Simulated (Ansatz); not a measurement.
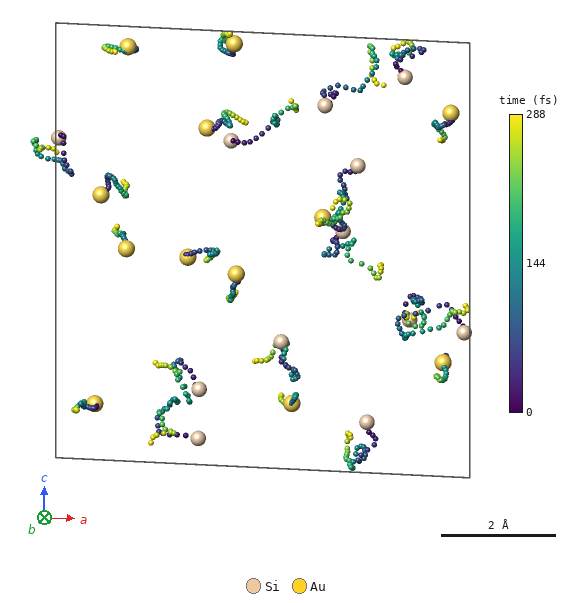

Molecular dynamics of an amorphous cell of composition SiAu (24 atoms in the cell), 288 fs long. Dots mark each atom's position at evenly spaced times, coloured by time; spheres stand at the starting positions. Seen along the b axis in the simulation cell.

These are results of DFT PBE, scalar-relativistic, plane waves, PAW in Ansatz, not measurements. Settings: plane-wave cutoff 420 eV; k-point mesh 1 × 1 × 1; Fermi-Dirac smearing 0.189 eV; set temperature 2190 K; time step 3 fs.

Input
```yaml
crystal:
  lattice:
    - [7.299612, 0.043655, -0.179241]
    - [0.043655, 7.331174, 0.293877]
    - [-0.179241, 0.293877, 7.678731]
  atoms:
    - { symbol: Si, position: [0.7517001642, 0.080331327, 0.1163125698] }
    - { symbol: Si, position: [0.544480187, 0.4437989088, 0.2915496792] }
    - { symbol: Si, position: [0.346115912, 0.9552792244, 0.1733032016] }
    - { symbol: Si, position: [0.8548319638, 0.396920409, 0.3563142357] }
    - { symbol: Si, position: [0.4236180522, 0.9116870088, 0.7484858101] }
    - { symbol: Si, position: [0.729816032, 0.0914545043, 0.7051031274] }
    - { symbol: Si, position: [0.8437340434, 0.8777452633, 0.9139049558] }
    - { symbol: Si, position: [0.3438512074, 0.5109410812, 0.0602295484] }
    - { symbol: Si, position: [0.9865759468, 0.0870756842, 0.333108152] }
    - { symbol: Si, position: [0.6939135053, 0.8295735033, 0.5525050259] }
    - { symbol: Si, position: [0.6505945251, 0.6310529762, 0.8398858953] }
    - { symbol: Si, position: [0.0067050516, 0.6014897187, 0.7360593947] }
    - { symbol: Au, position: [0.3188536242, 0.7542946278, 0.4758324516] }
    - { symbol: Au, position: [0.954540379, 0.2965754942, 0.8364606635] }
    - { symbol: Au, position: [0.1702431525, 0.3802490444, 0.4885324557] }
    - { symbol: Au, position: [0.9357895873, 0.7114718242, 0.2619123969] }
    - { symbol: Au, position: [0.0938850223, 0.295071002, 0.1286393255] }
    - { symbol: Au, position: [0.365414529, 0.5023742225, 0.774964244] }
    - { symbol: Au, position: [0.6448875563, 0.5223652331, 0.5823811657] }
    - { symbol: Au, position: [0.4310156252, 0.1566352415, 0.971890062] }
    - { symbol: Au, position: [0.5701869565, 0.7495645431, 0.1509627594] }
    - { symbol: Au, position: [0.1743382609, 0.7850121788, 0.9532968922] }
    - { symbol: Au, position: [0.1089964744, 0.0208265666, 0.6096112382] }
    - { symbol: Au, position: [0.4357737423, 0.1303107519, 0.4424932198] }
  symmetry: { detect: false }
basis:
  ecutwfc: 420
  xc_grid: 1
kpoints:
  mp_grid: { grid: [1, 1, 1], shift: [0.25, 0.25, 0.25] }
hamiltonian:
  xc: pbe
scf:
  occupations: { method: fermi_dirac, width: 0.1887 }
  lower_state_search: "off"
  convergence: { dr2_threshold: 1.0e-05 }
output:
  forces: true
  stress: true
md:
  timestep: 3.0
  n_steps: 96
  ensemble: nvt_langevin
  friction: 0.03
  temperature: 2190.0
  initial_velocities: maxwell_boltzmann
  seed: 38274
```

Launched with:
```bash
ansatz run input.yaml --threads 2 --pin off --max-ram 5120MiB --backend cpu --events-out ev --progress --plain --runs-dir out
```

Describe the motion.

Answer. In the second half of the run the atoms are, in the root-mean-square, this far from where they began (common drift taken out): Si 0.90 Å, Au 0.47 Å. Against the typical shortest distance between atoms in the first frame, about 2.3 Å these are large excursions, but over 288 fs one can't yet tell strong vibration from the start of diffusion. Bond changes: 6 Si–Si bonds break between 60 fs and 267 fs; 10 Si–Si bonds form between 66 fs and 252 fs.

Limits of the set-up: the periodic images lie only 7.3 Å apart, so the values are limited by the cell's size.

Cost: 5 min on 2 threads of Arm Neoverse V2, on a shared host, peak memory 0.66 GiB.
